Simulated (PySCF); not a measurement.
Molecule: C₂H₃F₃, SMILES FCC(F)F.

```xyz
8

F      0.9635    -1.5111     0.0093
C      0.7735    -0.1620     0.0355
C     -0.7048     0.1426    -0.0012
F     -0.8680     1.4727     0.1637
F     -1.2221    -0.2039    -1.1953
H      1.2519     0.3061    -0.8411
H      1.2057     0.2625     0.9565
H     -1.2614    -0.3926     0.7889
```

GIAO shifts, B97-2/pcSseg-2, PySCF, at a PBE0-D3(BJ)/def2-SVP geometry (no frequency check), against TMS for ¹H, CFCl₃ for ¹⁹F and TMS for ¹³C computed at the same level (¹⁹F: this reference is a hard case for the method, so all values can be off together by tens of ppm, and differences between signals are safer). Gas phase, fully decoupled, line heights follow the number of nuclei, widths are arbitrary (no quadrupolar broadening); values of one conformer, averaged over nuclei that symmetry or rotation about single bonds exchange, these motions taken as fast; other conformers aren't averaged in.

### Which ¹H signals does it give?

2 signals.


```
δ (ppm)  nuclei   atoms
   5.87       1      H8
   4.26       2  H6, H7
```

### Which ¹⁹F signals does it give?

2 signals.


| δ (ppm) | nuclei | atoms |
| --- | --- | --- |
| −143.6 | 2 | F4, F5 |
| −256.0 | 1 | F1 |

### Predict the ¹³C spectrum.

2 signals.


```csv
δ (ppm),nuclei,atoms
118.8,1,C3
84.4,1,C2
```

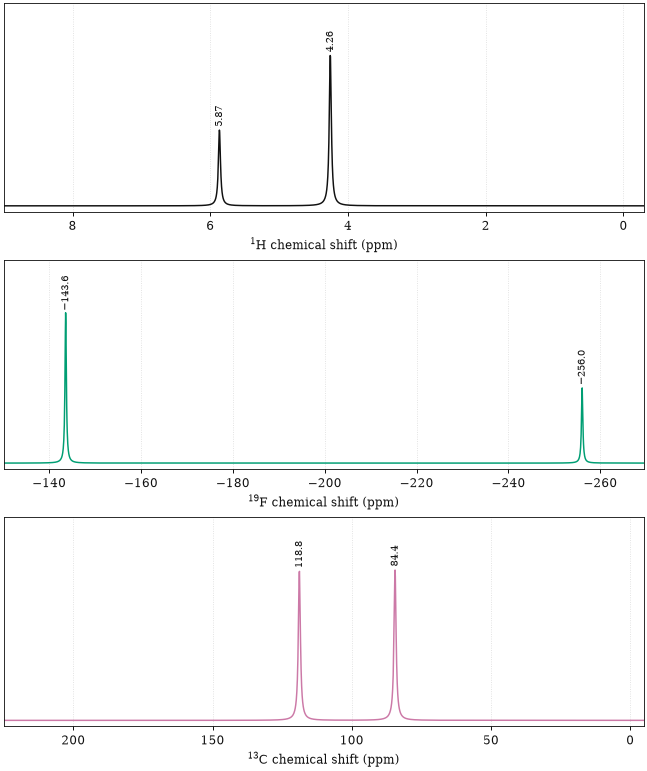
